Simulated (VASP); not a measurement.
Band structure of TlBr (relaxed from the NiAs type structure, space group P6_3/mmc). All values below come from PBE GGA, VASP's PBE PAW potentials (set 64) (plane waves; VASP 6.6.1).

Unless said otherwise, spin-orbit coupling is left out, though it shifts the bands of the heavy elements here.

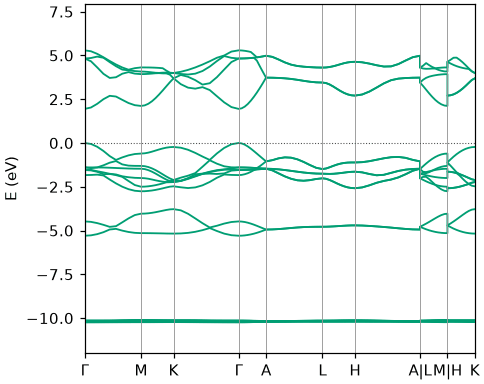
Bands along high-symmetry lines, zero at the valence-band maximum or, without a gap, the Fermi level

### Question
Read the plot: is there a gap, and where are the band edges?

### Answer
The gap is direct, 1.95 eV, from the valence maximum at Γ to the conduction minimum at Γ. (Edges off the drawn lines would not show.)

The structure was generated: TlBr was put into the NiAs type type (P6_3/mmc), which need not be its known phase. It was relaxed first, which changed the volume by +70 %.
